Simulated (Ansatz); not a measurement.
```xyz
15

N    -1.9561   -0.2810    1.5743
B    -1.0287   -0.6156    0.5739
C     0.2569    0.2403    0.2819
Si    1.8291   -0.8099    0.2424
Sn   -0.0480    1.2004   -1.6716
H    -1.8592    0.5298    2.1879
H    -2.7917   -0.8344    1.7616
H    -1.2687   -1.6191   -0.0844
H     0.3962    1.0805    0.9991
H     3.0460    0.0326   -0.0512
H     1.7301   -1.8727   -0.8203
H     2.0619   -1.4951    1.5664
H     1.3882    2.0576   -2.1225
H    -0.4169    0.0146   -2.8718
H    -1.3611    2.3212   -1.5365
```

Core potentials replace the inner electrons of Sn.

All numbers below come from Ansatz, RKS PBE/def2-SVP.

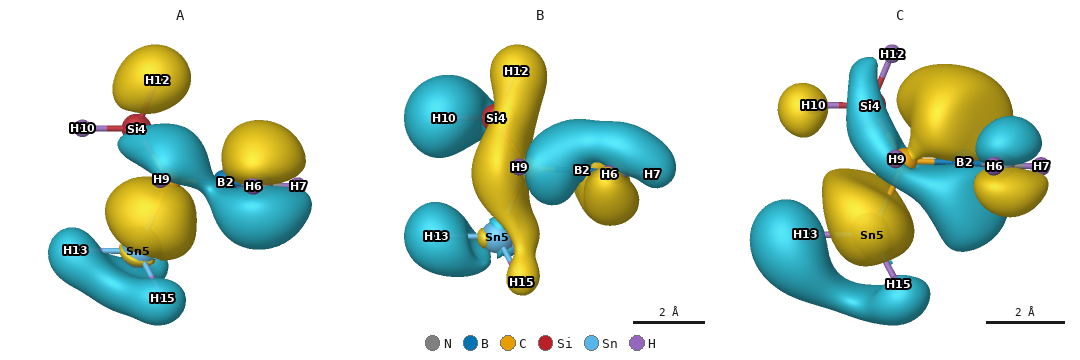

CH10BNSiSn. Three frontier orbitals at ±0.06 Å⁻³ᐟ² (yellow and cyan are the two phases), in no order.

Which picture is the HOMO−1, the HOMO and the LUMO?

Answer. B is the HOMO−1 (−7.10 eV). Its weight (Hirshfeld) is mainly on C3 (about 25 %), B2 (about 15 %), N1 (about 15 %), Si4 (about 15 %), H10 (about 10 %) and Sn5 (about 5 %). A is the HOMO (−6.45 eV). It lies mainly on N1 (about 35 %), C3 (about 20 %), Sn5 (about 15 %) and B2 (about 10 %). C is the LUMO (−0.85 eV). By Hirshfeld shares it lies mainly on B2 (about 25 %), Sn5 (about 25 %), N1 (about 10 %), C3 (about 10 %), H13 (about 10 %) and Si4 (about 5 %).

What is the HOMO–LUMO gap?

Answer. 5.60 eV between the orbital energies.
